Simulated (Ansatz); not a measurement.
## Run report: C2H5FSi, nudged elastic band

C2H5FSi, SMILES CC[Si]F, computed with RKS PBE0-D4/def2-SVP (Ansatz 0.2.0).

It belongs to a series of runs on one base structure; here: band between the two ends. Figures and captions count atoms from 1; the log counts them from 0 in places.

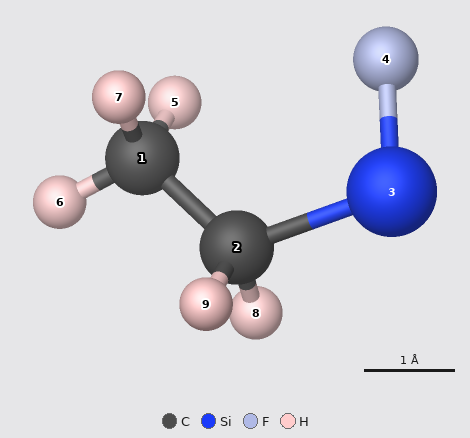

Fig. 1: The starting structure (ball-and-stick view, seen at a tilt; atoms are numbered from 1 in the order of the input). Bond lengths as drawn: C–C 1.52 Å, C–H 1.10 to 1.11 Å, C–Si 1.90 Å and F–Si 1.65 Å.

Input:
```yaml
crystal:
  periodic: [false, false, false]
  atoms:
    - { symbol: C, position_ang: [-0.383783, 0.800891, -0.299016] }
    - { symbol: C, position_ang: [0.088809, -0.248141, 0.699856] }
    - { symbol: Si, position_ang: [1.183693, -1.677763, 0.089701] }
    - { symbol: F, position_ang: [0.890966, -1.565667, -1.526381] }
    - { symbol: H, position_ang: [-0.876985, 0.332876, -1.163288] }
    - { symbol: H, position_ang: [-1.092584, 1.512603, 0.152415] }
    - { symbol: H, position_ang: [0.460957, 1.386218, -0.694143] }
    - { symbol: H, position_ang: [-0.774927, -0.790189, 1.147269] }
    - { symbol: H, position_ang: [0.592354, 0.202771, 1.576587] }
basis:
  gaussian: { orbitals: def2-SVP }
hamiltonian:
  xc: pbe0
  dispersion: d4
neb:
  order_check: false
  images: 5
  f_tol: 0.05
  max_iterations: 60
  initial_path: idpp
  final_atoms:
    - { symbol: C, position_ang: [-0.50403154, 1.02406658, -0.25129518] }
    - { symbol: C, position_ang: [0.06434696, -0.27165321, 0.31581978] }
    - { symbol: Si, position_ang: [1.05800555, -1.34481172, -0.90150154] }
    - { symbol: F, position_ang: [1.43670902, -2.56303911, 0.13614799] }
    - { symbol: H, position_ang: [-1.19056677, 0.83455547, -1.09246042] }
    - { symbol: H, position_ang: [-1.06693036, 1.59584047, 0.50275719] }
    - { symbol: H, position_ang: [0.2908726, 1.68585124, -0.63202922] }
    - { symbol: H, position_ang: [-0.73240979, -0.92429634, 0.7256503] }
    - { symbol: H, position_ang: [0.73250433, -0.08291437, 1.1799111] }
```

Machine: 1 thread of an x86-64 CPU, shared host.

Command:
```bash
ansatz run input.yaml --threads 1 --pin off --max-ram 2048MiB --backend cpu --events-out ev --progress --plain --runs-dir out
```

What the program printed:
```
Engine: ansatz 0.2.0, x86_64-unknown-linux-gnu
Functional definition: PBE0
  parameter a = 0.25
  parameter kappa = 0.804
  parameter beta = 0.06672455060314922
  exchange = (1 - a)*pbe_x(kappa = kappa, mu = beta*pi^2/3) + a*exact_x
  correlation = pbe_c(beta = beta)
913 factors; integrals over basis functions are off by at most 4.2e-4 eV
mean field evaluation 1: about -12728.6266 eV, gradient 5.5e1 eV
mean field evaluation 2: about -12722.6780 eV, gradient 7.5e1 eV
mean field evaluation 4: about -12735.5173 eV, gradient 4.2e0 eV
mean field evaluation 8: about -12735.5614 eV, gradient 1.5e-1 eV
mean field evaluation 16: about -12735.5615 eV, gradient 9.1e-6 eV
mean field -12735.56147927 eV, -468.0232518894 hartree, gradient 9.1e-6 eV, S^2 0.000000; 0 other end points of the search recorded, 0 dependent functions left out
the calculation of the forces begins
reference -12735.56150410 eV, -468.0232528020 hartree; 20, 20 occupied and 65, 65 virtual orbitals, 913 factors
913 factors; integrals over basis functions are off by at most 3.6e-4 eV
mean field -12735.55084235 eV, -468.0228609901 hartree, gradient 2.4e-5 eV, S^2 0.000000; 0 other end points of the search recorded, 0 dependent functions left out
[... from here on the field's lines of each further geometry are left out, up to the last ...]
NEB iter   1: max|band force component| = 4.443e-1 eV/Å  barrier→ = 0.1110 eV  barrier← = 0.0954 eV  CI = image 3  Δτ_max = 0.1251 Å  (176 SCF iters)
NEB iter   2: max|band force component| = 2.750e-1 eV/Å  barrier→ = 0.0743 eV  barrier← = 0.0587 eV  CI = image 3  Δτ_max = 0.1571 Å  (141 SCF iters)
NEB iter   3: max|band force component| = 1.148e-1 eV/Å  barrier→ = 0.0660 eV  barrier← = 0.0504 eV  CI = image 3  Δτ_max = 0.0316 Å  (141 SCF iters)
NEB iter   4: max|band force component| = 5.859e-2 eV/Å  barrier→ = 0.0650 eV  barrier← = 0.0494 eV  CI = image 3  Δτ_max = 0.0336 Å  (148 SCF iters)
the calculation of the forces begins
reference -12735.53767308 eV, -468.0223770283 hartree; 20, 20 occupied and 65, 65 virtual orbitals, 913 factors
913 factors; integrals over basis functions are off by at most 3.4e-4 eV
mean field -12735.49953654 eV, -468.0209755364 hartree, gradient 8.1e-5 eV, S^2 0.000000; 1 other end points of the search recorded, 0 dependent functions left out
the calculation of the forces begins
reference -12735.49956153 eV, -468.0209764547 hartree; 20, 20 occupied and 65, 65 virtual orbitals, 913 factors
NEB iter   5: max|band force component| = 3.267e-2 eV/Å  barrier→ = 0.0648 eV  barrier← = 0.0492 eV  CI = image 3  Δτ_max = 0.0000 Å  (266 SCF iters)
```

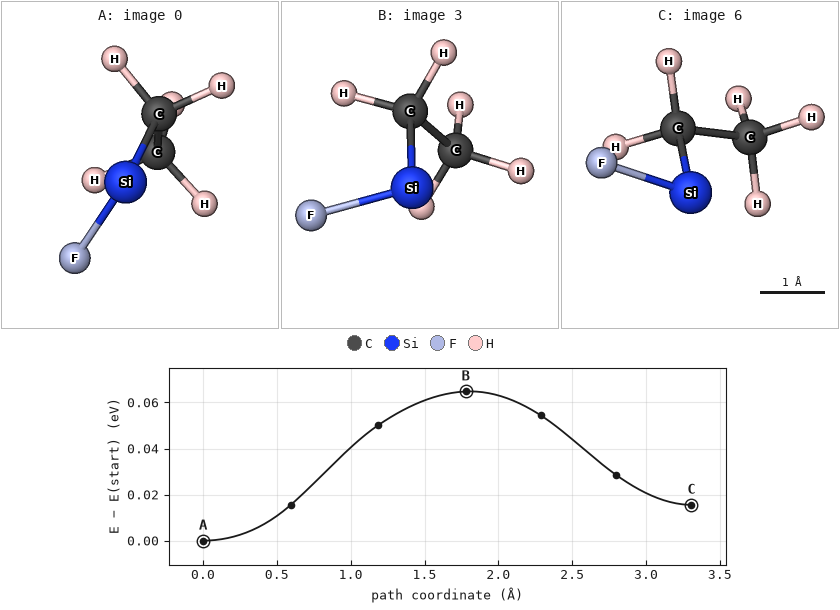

Fig. 2: Images of the last band (counted from 0; ball-and-stick, seen at a tilt) above the energy along the path; the line is a cubic interpolation that uses the forces. The highest image is number 3, 0.065 eV above the start and 0.049 eV above the end (the climbing image); the end lies 0.016 eV above the start. The path is 3.31 Å long. The band converged in 5 iterations.

```
Total energy: -12735.63319906 eV, -468.0258875434 hartree
Atom 0 at    -0.257429     1.010733    -0.201243 Å, force    -0.008676    -0.003833    -0.005925 eV/Å
Atom 1 at     0.006581    -0.312444     0.528399 Å, force     0.012067    -0.001321     0.005493 eV/Å
Atom 2 at     1.394629    -1.297150    -0.334037 Å, force    -0.006126     0.002883     0.005495 eV/Å
Atom 3 at     0.503054    -2.516181    -0.984022 Å, force     0.002179    -0.000007    -0.003246 eV/Å
Atom 4 at    -0.663172     0.844500    -1.212086 Å, force    -0.001506     0.003909    -0.003027 eV/Å
Atom 5 at    -0.986820     1.633677     0.339550 Å, force     0.000975    -0.000045    -0.000991 eV/Å
Atom 6 at     0.659489     1.613985    -0.313427 Å, force     0.000072    -0.005015     0.002886 eV/Å
Atom 7 at    -0.910972    -0.920946     0.598094 Å, force    -0.002400     0.006456    -0.001445 eV/Å
Atom 8 at     0.343139    -0.102576     1.561772 Å, force     0.003414    -0.003027     0.000760 eV/Å
Dipole moment:    -0.094711     0.280167     0.189143 e Å
this run last wrote the band of iteration 5 to [file]
```

The last band as extended XYZ (Å, eV, eV/Å):
```
9
Properties=species:S:1:pos:R:3:forces:R:3 image=0 energy=-12735.69795
C    -0.3838    0.8009   -0.2990    0.0066  -0.0072   0.0009
C     0.0888   -0.2481    0.6999   -0.0038   0.0106  -0.0030
Si    1.1837   -1.6778    0.0897   -0.0025  -0.0032  -0.0032
F     0.8910   -1.5657   -1.5264    0.0016  -0.0010   0.0008
H    -0.8770    0.3329   -1.1633   -0.0028  -0.0022  -0.0033
H    -1.0926    1.5126    0.1524   -0.0027   0.0024   0.0029
H     0.4610    1.3862   -0.6941    0.0003   0.0021   0.0008
H    -0.7749   -0.7902    1.1473    0.0036  -0.0014   0.0001
H     0.5924    0.2028    1.5766   -0.0005   0.0000   0.0039
9
Properties=species:S:1:pos:R:3:forces:R:3 image=1 energy=-12735.68251
C    -0.3206    0.8646   -0.2772   -0.0002  -0.0027  -0.0022
C     0.1036   -0.2516    0.6754   -0.0004  -0.0041   0.0054
Si    1.3064   -1.5688    0.0156   -0.0113  -0.0202   0.0234
F     0.5693   -1.8503   -1.4291    0.0048   0.0371  -0.0307
H    -0.7110    0.4533   -1.2197   -0.0002  -0.0135  -0.0021
H    -1.1022    1.5038    0.1627   -0.0028  -0.0063  -0.0085
H     0.5269    1.5217   -0.5308   -0.0022  -0.0078  -0.0034
H    -0.7790   -0.8672    0.9586    0.0010   0.0112   0.0153
H     0.4951    0.1481    1.6276    0.0113   0.0062   0.0028
9
Properties=species:S:1:pos:R:3:forces:R:3 image=2 energy=-12735.64785
C    -0.2791    0.9287   -0.2402    0.0080  -0.0008  -0.0009
C     0.0589   -0.2901    0.6275   -0.0066  -0.0303   0.0092
Si    1.4089   -1.3799   -0.1634   -0.0334   0.0017   0.0003
F     0.4544   -2.1838   -1.2364    0.0153   0.0269  -0.0207
H    -0.6731    0.6282   -1.2237    0.0048  -0.0169  -0.0003
H    -1.0413    1.5641    0.2376   -0.0020  -0.0039  -0.0082
H     0.6020    1.5680   -0.4177    0.0017  -0.0039  -0.0083
H    -0.8413   -0.9158    0.7728    0.0062   0.0143   0.0155
H     0.3991    0.0342    1.6266    0.0060   0.0130   0.0134
9
Properties=species:S:1:pos:R:3:forces:R:3 image=3 energy=-12735.63317
C    -0.2574    1.0107   -0.2012   -0.0087  -0.0038  -0.0059
C     0.0066   -0.3124    0.5284    0.0121  -0.0013   0.0055
Si    1.3946   -1.2972   -0.3340   -0.0061   0.0029   0.0055
F     0.5031   -2.5162   -0.9840    0.0022   0.0000  -0.0032
H    -0.6632    0.8445   -1.2121   -0.0015   0.0039  -0.0030
H    -0.9868    1.6337    0.3396    0.0010   0.0000  -0.0010
H     0.6595    1.6140   -0.3134    0.0001  -0.0050   0.0029
H    -0.9110   -0.9209    0.5981   -0.0024   0.0065  -0.0014
H     0.3431   -0.1026    1.5618    0.0034  -0.0030   0.0008
9
Properties=species:S:1:pos:R:3:forces:R:3 image=4 energy=-12735.64355
C    -0.2380    1.0792   -0.1674   -0.0015  -0.0042  -0.0024
C    -0.0358   -0.3213    0.4149    0.0006   0.0059  -0.0090
Si    1.3452   -1.2940   -0.4689    0.0058   0.0029  -0.0164
F     0.5695   -2.7222   -0.7151    0.0055  -0.0082   0.0299
H    -0.6328    1.0354   -1.1950   -0.0039   0.0160  -0.0007
H    -0.9497    1.6740    0.4258    0.0029  -0.0010   0.0068
H     0.7057    1.6487   -0.2091   -0.0009   0.0007   0.0051
H    -0.9716   -0.9051    0.4267   -0.0110   0.0026  -0.0076
H     0.2960   -0.2412    1.4712    0.0026  -0.0147  -0.0057
9
Properties=species:S:1:pos:R:3:forces:R:3 image=5 energy=-12735.66939
C    -0.2124    1.1290   -0.1306    0.0022   0.0016  -0.0038
C    -0.0751   -0.3282    0.3004   -0.0035  -0.0076  -0.0085
Si    1.2588   -1.3126   -0.6344    0.0003   0.0034  -0.0198
F     0.6535   -2.8256   -0.4178    0.0080  -0.0019   0.0350
H    -0.5792    1.2083   -1.1666   -0.0027   0.0147   0.0025
H    -0.9171    1.6873    0.5047    0.0034  -0.0020   0.0083
H     0.7527    1.6609   -0.0920   -0.0004   0.0012   0.0040
H    -1.0339   -0.8748    0.2551   -0.0093   0.0042  -0.0088
H     0.2412   -0.3905    1.3643    0.0019  -0.0135  -0.0089
9
Properties=species:S:1:pos:R:3:forces:R:3 image=6 energy=-12735.68239
C    -0.4779    1.0226   -0.3042    0.0014  -0.0004  -0.0025
C     0.0342   -0.2699    0.3210    0.0015  -0.0013  -0.0015
Si    1.1372   -1.3497   -0.7916   -0.0072   0.0088   0.0045
F     1.4163   -2.5621    0.2837    0.0000  -0.0014   0.0021
H    -1.0825    0.8284   -1.2050   -0.0001  -0.0010   0.0011
H    -1.1088    1.5985    0.3905    0.0006  -0.0007  -0.0005
H     0.3496    1.6823   -0.6122    0.0002  -0.0008   0.0010
H    -0.7979   -0.9203    0.6578    0.0022  -0.0015  -0.0020
H     0.6183   -0.0763    1.2430    0.0013  -0.0019  -0.0023
```

Results in brief:

- outcome: converged
- barrier, forward: 0.065 eV
- barrier, backward: 0.049 eV
- wall time: 48 s
- peak memory: 0.18 GiB

Notes:

The order of the saddle point was not checked.
